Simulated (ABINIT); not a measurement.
# YAlS3 (Pm-3m): phonons by linear response

How does YAlS3 (Pm-3m) vibrate, and is this structure a minimum?

Calculated with ABINIT 10.8.3; DFT LDA, scalar-relativistic, plane waves, PseudoDojo norm-conserving pseudopotentials.

The structure was built from a prototype and need not be the compound's stable phase.

## 1. Set-up

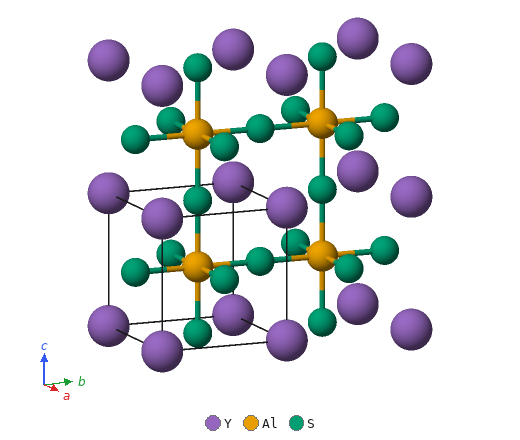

The starting structure, seen slightly off an axis (yttrium purple, aluminium orange, sulfur teal). 1×2×2 cells are drawn. Some periodic images of atoms are drawn too.

Coordinates:

```cif
data_structure
_symmetry_space_group_name_H-M 'Pm-3m'
_symmetry_Int_Tables_number 221
_cell_length_a 4.6172
_cell_length_b 4.6172
_cell_length_c 4.6172
_cell_angle_alpha 90.000
_cell_angle_beta 90.000
_cell_angle_gamma 90.000
_cell_volume 98.43
loop_
_atom_site_label
_atom_site_type_symbol
_atom_site_symmetry_multiplicity
_atom_site_Wyckoff_symbol
_atom_site_fract_x
_atom_site_fract_y
_atom_site_fract_z
_atom_site_occupancy
Y1 Y 1 a 0.00000 0.00000 0.00000 1
Al1 Al 1 b 0.50000 0.50000 0.50000 1
S1 S 3 c 0.50000 0.50000 0.00000 1
```

## 2. A first look

A first run with smearing and empty bands tells whether the crystal has a gap, which decides between fixed occupations and smearing later on.

probe.abi

```
# ground state
tolvrs 1.0d-08
prtden 1
prtwf 1

# basis, mesh and filling
ecut 30.0
ngkpt 4 4 4
nshiftk 1
shiftk 0.0 0.0 0.0
istwfk *1
occopt 7
tsmear 0.005
nband 24
nstep 100
diemac 9.0
prtebands 0
prtgsr 0
useylm 1

# cell and atoms
acell 8.725243463 8.725243463 8.725243463
rprim 
    1.0 0.0 0.0
    0.0 1.0 0.0
    0.0 0.0 1.0
ntypat 3
znucl 39 13 16
natom 5
typat 1 2 3 3 3
xred 
    0.0 0.0 0.0
    0.5 0.5 0.5
    0.5 0.5 0.0
    0.5 0.0 0.5
    0.0 0.5 0.5
pp_dirpath "./pseudo"
pseudos "Y.upf, Al.upf, S.upf"
```

Run with:

```sh
> OMP_NUM_THREADS=1 mpirun -n 4 abinit probe.abi > probe.log
```

Numbers of over 12 decimals in the logs are rounded to 6 here.

probe.abo, the main output file:

```text
[banners, grids, parts of the stress and lines that vanish by symmetry left out]
- input  file    -> probe.abi
- output file    -> probe.abo
- root for input  files -> probei
[...]
Symmetries : space group Pm -3 m (#221); Bravais cP (primitive cubic)
[...]
mpw =        5248          nfft =       91125          nkpt =          10
[...]
== DATASET  1 ==================================================================
[...]
cutoff_energies: {ecut:  30.0, pawecutdg:  -1.0, }
[...]
ETOT  1  -76.471171657536    -7.647E+01 5.971E-02 7.122E+02
 ETOT  2  -76.558166556374    -8.699E-02 3.359E-02 2.347E+02
 ETOT  3  -76.605916245121    -4.775E-02 4.565E-03 1.773E+01
 ETOT  4  -76.608525885204    -2.610E-03 8.964E-04 5.112E-01
 ETOT  5  -76.608595626994    -6.974E-05 3.929E-04 1.974E-03
 ETOT  6  -76.608595874824    -2.478E-07 1.144E-04 2.664E-04
 ETOT  7  -76.608595912995    -3.817E-08 2.387E-04 3.202E-06
 ETOT  8  -76.608595913532    -5.369E-10 8.763E-05 6.940E-08
 ETOT  9  -76.608595913546    -1.361E-11 1.971E-04 1.186E-09
 At SCF step    9       vres2   =  1.19E-09 < tolvrs=  1.00E-08 =>converged.
[...]
sigma(1 1)=  1.65480076E-04  sigma(3 2)=  0.00000000E+00
  sigma(2 2)=  1.65480076E-04  sigma(3 1)=  0.00000000E+00
  sigma(3 3)=  1.65480076E-04  sigma(2 1)=  0.00000000E+00
[...]
convergence: {deltae: -1.361E-11, res2:  1.186E-09, residm:  1.971E-04, diffor: null, }
etotal    :  -7.66085959E+01
[...]
sigma(1 1)=  1.65480076E-04  sigma(3 2)=  0.00000000E+00
  sigma(2 2)=  1.65480076E-04  sigma(3 1)=  0.00000000E+00
  sigma(3 3)=  1.65480076E-04  sigma(2 1)=  0.00000000E+00
[...]
- sigma(1 1)=  4.86859191E+00  sigma(3 2)=  0.00000000E+00
- sigma(2 2)=  4.86859191E+00  sigma(3 1)=  0.00000000E+00
- sigma(3 3)=  4.86859191E+00  sigma(2 1)=  0.00000000E+00
[...]
fcart     -0.0000000000E+00 -0.0000000000E+00 -0.0000000000E+00
           strten      1.6548007551E-04  1.6548007551E-04  1.6548007551E-04
================================================================================

[key lines of the parts left out:]
pressure_GPa:  -4.8686E+00
```

Wall time 18 s (4 MPI ranks of Arm Neoverse V1, shared host).

This step gave:

```yaml
volume_per_atom: 19.69 Å³
pressure: -4.869 GPa
gap_on_the_k_mesh: 0 eV
```

No gap opens on this mesh, so smearing is kept; the printed pressure holds the stress of the finite basis too.

## 3. Rough relaxation

The typed start is rough, so a first relaxation with smearing and loose thresholds takes it towards rest cheaply.

prerelax.abi

```
# relaxation
ionmov 2
optcell 2
dilatmx 1.15
chkdilatmx 0
ntime 40
tolmxf 3.0d-04
tolvrs 1.0d-10
prtwf 0
prtden 0
chksymtnons 0

# basis, mesh and filling
ecut 31.0
ecutsm 3.0
ngkpt 4 4 4
nshiftk 1
shiftk 0.0 0.0 0.0
istwfk *1
occopt 7
tsmear 0.005
nband 24
nstep 100
diemac 1000000.0
prtebands 0
prtgsr 0
useylm 1

# cell and atoms
acell 8.725243463 8.725243463 8.725243463
rprim 
    1.0 0.0 0.0
    0.0 1.0 0.0
    0.0 0.0 1.0
ntypat 3
znucl 39 13 16
natom 5
typat 1 2 3 3 3
xred 
    0.0 0.0 0.0
    0.5 0.5 0.5
    0.5 0.5 0.0
    0.5 0.0 0.5
    0.0 0.5 0.5
pp_dirpath "./pseudo"
pseudos "Y.upf, Al.upf, S.upf"
```

Run with:

```sh
> OMP_NUM_THREADS=1 mpirun -n 4 abinit prerelax.abi > prerelax.log
```

prerelax.abo, the main output file:

```text
[banners, grids, parts of the stress and lines that vanish by symmetry left out]
- input  file    -> prerelax.abi
- output file    -> prerelax.abo
- root for input  files -> prerelaxi
[...]
Symmetries : space group Pm -3 m (#221); Bravais cP (primitive cubic)
[...]
mpw =        8385          nfft =      157464          nkpt =          10
[...]
== DATASET  1 ==================================================================
[...]
cutoff_energies: {ecut:  31.0, pawecutdg:  -1.0, }
[...]
ETOT  1  -76.473048960206    -7.647E+01 4.219E-02 1.211E+03
 ETOT  2  -76.587728757774    -1.147E-01 5.165E-02 1.383E+02
 ETOT  3  -76.606847935084    -1.912E-02 2.596E-02 1.870E+01
 ETOT  4  -76.608349085892    -1.501E-03 2.421E-03 1.572E+00
 ETOT  5  -76.608482716062    -1.336E-04 1.164E-03 1.010E-02
[...]
At SCF step   10       vres2   =  3.58E-11 < tolvrs=  1.00E-10 =>converged.
[...]
ETOT  7  -76.611326242629     3.197E-12 8.472E-06 8.220E-11
 At SCF step    7       vres2   =  8.22E-11 < tolvrs=  1.00E-10 =>converged.
[...]
sigma(1 1)=  4.42559806E-07  sigma(3 2)=  0.00000000E+00
  sigma(2 2)=  4.42559806E-07  sigma(3 1)=  0.00000000E+00
  sigma(3 3)=  4.42559806E-07  sigma(2 1)=  0.00000000E+00
[...]
convergence: {deltae:  3.197E-12, res2:  8.220E-11, residm:  8.472E-06, diffor: null, }
etotal    :  -7.66113262E+01
[...]
At Broyd/MD step   4, gradients are converged :
[...]
sigma(1 1)=  4.42559806E-07  sigma(3 2)=  0.00000000E+00
  sigma(2 2)=  4.42559806E-07  sigma(3 1)=  0.00000000E+00
  sigma(3 3)=  4.42559806E-07  sigma(2 1)=  0.00000000E+00
[...]
- sigma(1 1)=  1.30205590E-02  sigma(3 2)=  0.00000000E+00
- sigma(2 2)=  1.30205590E-02  sigma(3 1)=  0.00000000E+00
- sigma(3 3)=  1.30205590E-02  sigma(2 1)=  0.00000000E+00
[...]
fcart     -0.0000000000E+00 -0.0000000000E+00 -0.0000000000E+00
           strten      4.4255980608E-07  4.4255980608E-07  4.4255980607E-07
================================================================================

[key lines of the parts left out:]
pressure_GPa:  -1.3021E-02
Total energy (etotal) [Ha]= -7.66113262426294E+01
```

Elapsed: 91 s, on 4 MPI ranks; 6.1 min of CPU time.

Relaxation path:

| step | energy less that of the first step (eV) | largest force (eV/Å) | volume (Å³) |
| --- | --- | --- | --- |
| 1 | 0.0000 | 0.0000 | 98.43 |
| 2 | -0.0357 | 0.0000 | 97.04 |
| 3 | -0.0771 | 0.0000 | 93.10 |
| 4 | -0.0774 | 0.0000 | 93.36 |

| conventional cell, symmetrised | before | after | change |
| --- | --- | --- | --- |
| a (Å) | 4.617 | 4.537 | -1.7 % |
| b (Å) | 4.617 | 4.537 | -1.7 % |
| c (Å) | 4.617 | 4.537 | -1.7 % |
| volume (Å³/atom) | 19.69 | 18.67 | -5.2 % |

The relaxed structure:

```cif
data_structure
_symmetry_space_group_name_H-M 'P 1'
_symmetry_Int_Tables_number 1
_cell_length_a 4.5365
_cell_length_b 4.5365
_cell_length_c 4.5365
_cell_angle_alpha 90.000
_cell_angle_beta 90.000
_cell_angle_gamma 90.000
_cell_volume 93.36
loop_
_atom_site_label
_atom_site_type_symbol
_atom_site_fract_x
_atom_site_fract_y
_atom_site_fract_z
_atom_site_occupancy
Y1 Y 0.00000 0.00000 0.00000 1
Al2 Al 0.50000 0.50000 0.50000 1
S3 S 0.50000 0.50000 0.00000 1
S4 S 0.50000 0.00000 0.50000 1
S5 S 0.00000 0.50000 0.50000 1
```

Read from the output:

```yaml
volume_per_atom: 18.67 Å³
pressure: -0.01302 GPa
```

The volume changes by -5.2 % in this run and stands -5.2 % from the first cell.

## 4. Relaxation

The harmonic expansion needs vanishing forces, and a free crystal bears no stress, so cell and atoms are brought to rest. Stress is more sensitive to the basis than forces are: the last 3 Ha under the cutoff are smoothed with ecutsm, and the cutoff is raised above that of the later runs.

relax.abi

```
# relaxation
ionmov 2
optcell 2
dilatmx 1.08
ntime 40
tolmxf 1.0d-05
tolvrs 1.0d-14
prtwf 0
prtden 0
chksymtnons 0

# basis, mesh and filling
ecut 38.0
ecutsm 3.0
ngkpt 6 6 6
nshiftk 1
shiftk 0.0 0.0 0.0
istwfk *1
occopt 7
tsmear 0.01
nband 24
nstep 100
diemac 1000000.0
prtebands 0
prtgsr 0
useylm 1

# cell and atoms
acell 8.572785982 8.572785982 8.572785982
rprim 
    1.0 0.0 0.0
    0.0 1.0 0.0
    0.0 0.0 1.0
ntypat 3
znucl 39 13 16
natom 5
typat 1 2 3 3 3
xred 
    0.0 0.0 0.0
    0.5 0.5 0.5
    0.5 0.5 0.0
    0.5 0.0 0.5
    0.0 0.5 0.5
pp_dirpath "./pseudo"
pseudos "Y.upf, Al.upf, S.upf"
```

Run with:

```sh
> OMP_NUM_THREADS=1 mpirun -n 4 abinit relax.abi > relax.log
```

relax.abo, the main output file:

```text
[banners, grids, parts of the stress and lines that vanish by symmetry left out]
- input  file    -> relax.abi
- output file    -> relax.abo
- root for input  files -> relaxi
[...]
Symmetries : space group Pm -3 m (#221); Bravais cP (primitive cubic)
[...]
mpw =        9008          nfft =      157464          nkpt =          20
[...]
== DATASET  1 ==================================================================
[...]
cutoff_energies: {ecut:  38.0, pawecutdg:  -1.0, }
[...]
ETOT  1  -76.484091857825    -7.648E+01 5.792E-02 1.168E+03
 ETOT  2  -76.593138241304    -1.090E-01 3.128E-02 1.345E+02
 ETOT  3  -76.611183146675    -1.804E-02 3.397E-03 1.564E+01
 ETOT  4  -76.612308768337    -1.126E-03 2.826E-03 1.390E+00
 ETOT  5  -76.612418822774    -1.101E-04 3.074E-03 9.339E-04
[...]
At SCF step   12       vres2   =  1.54E-15 < tolvrs=  1.00E-14 =>converged.
[...]
sigma(1 1)=  1.87231605E-06  sigma(3 2)=  0.00000000E+00
  sigma(2 2)=  1.87231605E-06  sigma(3 1)=  0.00000000E+00
  sigma(3 3)=  1.87231605E-06  sigma(2 1)=  0.00000000E+00
[...]
convergence: {deltae: -4.931E-12, res2:  1.543E-15, residm:  1.457E-04, diffor: null, }
etotal    :  -7.66124189E+01
[...]
ETOT  1  -76.612418990855    -7.661E+01 4.684E-05 1.554E-03
[...]
At SCF step    9       vres2   =  2.50E-17 < tolvrs=  1.00E-14 =>converged.
[...]
sigma(1 1)=  1.31374710E-06  sigma(3 2)=  0.00000000E+00
  sigma(2 2)=  1.31374710E-06  sigma(3 1)=  0.00000000E+00
  sigma(3 3)=  1.31374710E-06  sigma(2 1)=  0.00000000E+00
[...]
convergence: {deltae: -3.268E-13, res2:  2.495E-17, residm:  2.330E-06, diffor: null, }
etotal    :  -7.66124191E+01
[...]
ETOT  1  -76.612418620702    -7.661E+01 1.352E-06 8.592E-03
[...]
ETOT  8  -76.612419272219    -2.544E-12 8.135E-07 6.801E-14
 ETOT  9  -76.612419272217     1.734E-12 1.032E-06 1.437E-16
 At SCF step    9       vres2   =  1.44E-16 < tolvrs=  1.00E-14 =>converged.
[...]
sigma(1 1)= -9.15343636E-10  sigma(3 2)=  0.00000000E+00
  sigma(2 2)= -9.15343636E-10  sigma(3 1)=  0.00000000E+00
  sigma(3 3)= -9.15343634E-10  sigma(2 1)=  0.00000000E+00
[...]
convergence: {deltae:  1.734E-12, res2:  1.437E-16, residm:  1.032E-06, diffor: null, }
etotal    :  -7.66124193E+01
[...]
At Broyd/MD step   3, gradients are converged :
[...]
sigma(1 1)= -9.15343636E-10  sigma(3 2)=  0.00000000E+00
  sigma(2 2)= -9.15343636E-10  sigma(3 1)=  0.00000000E+00
  sigma(3 3)= -9.15343634E-10  sigma(2 1)=  0.00000000E+00
[...]
- sigma(1 1)= -2.69303395E-05  sigma(3 2)=  0.00000000E+00
- sigma(2 2)= -2.69303395E-05  sigma(3 1)=  0.00000000E+00
- sigma(3 3)= -2.69303395E-05  sigma(2 1)=  0.00000000E+00
[...]
fcart     -0.0000000000E+00 -0.0000000000E+00 -0.0000000000E+00
           strten     -9.1534363639E-10 -9.1534363552E-10 -9.1534363379E-10
================================================================================

[key lines of the parts left out:]
pressure_GPa:   2.6930E-05
Total energy (etotal) [Ha]= -7.66124192722174E+01
```

The job ended after 2.2 min (4 MPI ranks; 8.8 min of CPU time).

Little changed from the start: no atom moved by 0.005 Å and no cell edge by 0.1 %.

Read from the output:

```yaml
volume_per_atom: 18.66 Å³
pressure: 2.69e-5 GPa
```

The volume changes by -0.1 % in this run and stands -5.2 % from the first cell.

## 5. Ground state

First-order wavefunctions inherit every error of the ground state, hence the very tight tolvrs. Smearing stays on, as the first look found no gap above 0.3 eV.

gs.abi

```
# ground state
tolvrs 1.0d-16
prtden 1
prtwf 1

# basis, mesh and filling
ecut 30.0
ngkpt 6 6 6
nshiftk 1
shiftk 0.0 0.0 0.0
istwfk *1
occopt 7
tsmear 0.01
nband 24
nstep 100
diemac 1000000.0
prtebands 0
prtgsr 0
useylm 1

# cell and atoms
acell 8.571172542 8.571172542 8.571172542
rprim 
    1.0 0.0 0.0
    0.0 1.0 0.0
    0.0 0.0 1.0
ntypat 3
znucl 39 13 16
natom 5
typat 1 2 3 3 3
xred 
    0.0 0.0 0.0
    0.5 0.5 0.5
    0.5 0.5 0.0
    0.5 0.0 0.5
    0.0 0.5 0.5
pp_dirpath "./pseudo"
pseudos "Y.upf, Al.upf, S.upf"
```

Run with:

```sh
> OMP_NUM_THREADS=1 mpirun -n 4 abinit gs.abi > gs.log
```

gs.abo, the main output file:

```text
[banners, grids, parts of the stress and lines that vanish by symmetry left out]
- input  file    -> gs.abi
- output file    -> gs.abo
- root for input  files -> gsi
[...]
Symmetries : space group Pm -3 m (#221); Bravais cP (primitive cubic)
[...]
mpw =        4972          nfft =       91125          nkpt =          20
[...]
== DATASET  1 ==================================================================
[...]
cutoff_energies: {ecut:  30.0, pawecutdg:  -1.0, }
[...]
ETOT  1  -76.485619960181    -7.649E+01 4.909E-02 6.819E+02
 ETOT  2  -76.593097365203    -1.075E-01 1.763E-02 7.714E+01
 ETOT  3  -76.610721412957    -1.762E-02 1.495E-02 8.846E+00
 ETOT  4  -76.611861057251    -1.140E-03 4.101E-03 6.533E-01
 ETOT  5  -76.611952796775    -9.174E-05 1.189E-03 4.251E-04
[...]
ETOT 12  -76.611952867902    -1.975E-12 1.020E-04 3.988E-16
 ETOT 13  -76.611952867897     4.107E-12 1.511E-04 2.680E-18
 At SCF step   13       vres2   =  2.68E-18 < tolvrs=  1.00E-16 =>converged.
[...]
sigma(1 1)=  7.43156790E-06  sigma(3 2)=  0.00000000E+00
  sigma(2 2)=  7.43156790E-06  sigma(3 1)=  0.00000000E+00
  sigma(3 3)=  7.43156790E-06  sigma(2 1)=  0.00000000E+00
[...]
convergence: {deltae:  4.107E-12, res2:  2.680E-18, residm:  1.511E-04, diffor: null, }
etotal    :  -7.66119529E+01
[...]
sigma(1 1)=  7.43156790E-06  sigma(3 2)=  0.00000000E+00
  sigma(2 2)=  7.43156790E-06  sigma(3 1)=  0.00000000E+00
  sigma(3 3)=  7.43156790E-06  sigma(2 1)=  0.00000000E+00
[...]
- sigma(1 1)=  2.18644276E-01  sigma(3 2)=  0.00000000E+00
- sigma(2 2)=  2.18644276E-01  sigma(3 1)=  0.00000000E+00
- sigma(3 3)=  2.18644276E-01  sigma(2 1)=  0.00000000E+00
[...]
fcart     -0.0000000000E+00 -0.0000000000E+00 -0.0000000000E+00
           strten      7.4315678973E-06  7.4315678973E-06  7.4315678973E-06
================================================================================

[key lines of the parts left out:]
pressure_GPa:  -2.1864E-01
```

It took 34 s on 4 MPI ranks; 2.3 min of CPU time.

Numbers from this step:

- pressure: -0.2186 GPa

The cell stands at -0.22 GPa: the relaxation ran with a smoothed and higher cutoff, and the difference is a stress of the finite basis.

[end of part 1 of 6]

[Host names and launcher messages were left out of these logs when they were recorded.]

[Logs are printed without paths, hosts, clocks, repeated set-up lines and the standing remarks that a program may print on its own settings, such as how far it seeks lower states.]

[Hosts, paths, dates, database ids (printed as entryN), source tags and the programs' standing remarks are cut or masked in the printed files.]
